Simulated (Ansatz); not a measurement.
## Hypothetical CsCl type NbAs: pressure series

The reference is NbAs in the CsCl type structure (space group Pm-3m, No. 221; a = 3.2178 Å; a hypothetical phase, not in the database extracts checked).

Cell and atoms are relaxed at each pressure.

Levels (all Ansatz, a first-principles code, PAW): PBE (420 eV, no SOC); PBEsol (420 eV, no SOC).

The base cell above is that of PBE; each level relaxes its own structures.

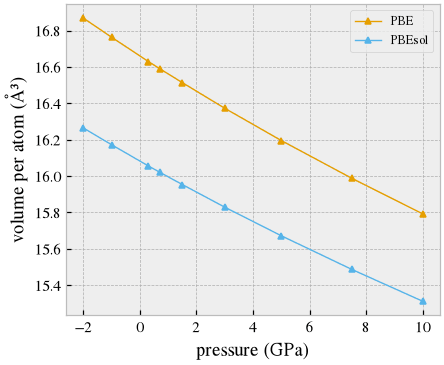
*Volume per atom under two levels*

**Question.** How do the two levels compare along the series?

**Answer.** PBE lies above PBEsol in every row, by 0.48 Å³ to 0.60 Å³. They put the cases in the same order.

Load acts through the strain it causes; cell and atoms are relaxed under it. Stability against distortions was not tested. Competing high-pressure phases were not computed. The final runs are not spin-polarised.
